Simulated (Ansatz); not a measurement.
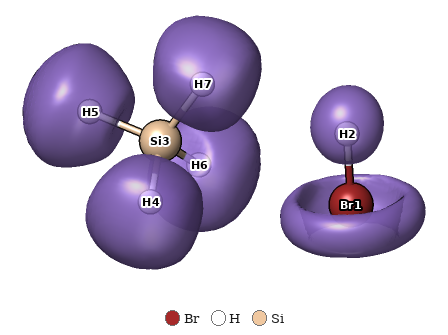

HBr···SiH4. Isosurface of the ELF at 0.85 (purple), seen at a tilt. Core shells and regions of very low density are left out.

Geometry: PBE0-D4/def2-TZVP.

Computed with Ansatz, RKS PBE0-D4/def2-TZVPPD.

```yaml
atoms:
  - { symbol: Br, position_ang: [-0.0513, -0.4988, -2.8233] }
  - { symbol: H, position_ang: [-0.6677, 0.7618, -2.6002] }
  - { symbol: Si, position_ang: [0.1456, -0.0565, 1.0821] }
  - { symbol: H, position_ang: [1.5377, -0.1183, 0.5727] }
  - { symbol: H, position_ang: [0.1653, 0.2062, 2.5444] }
  - { symbol: H, position_ang: [-0.5475, -1.3417, 0.8201] }
  - { symbol: H, position_ang: [-0.5820, 1.0475, 0.4042] }
```

What do the ELF domains correspond to?

Answer. At this value the surface marks out five regions around hydrogen nuclei and one ring or bowl of non-bonding electrons around Br. Along the contacts the grid gives the following. Si3···Br1 (3.94 Å): the ELF dips to about 0 between them: a weak contact between the two molecules. Br–H (1.42 Å): the ELF climbs to about 1 towards the hydrogen, as it does in any bond to H.
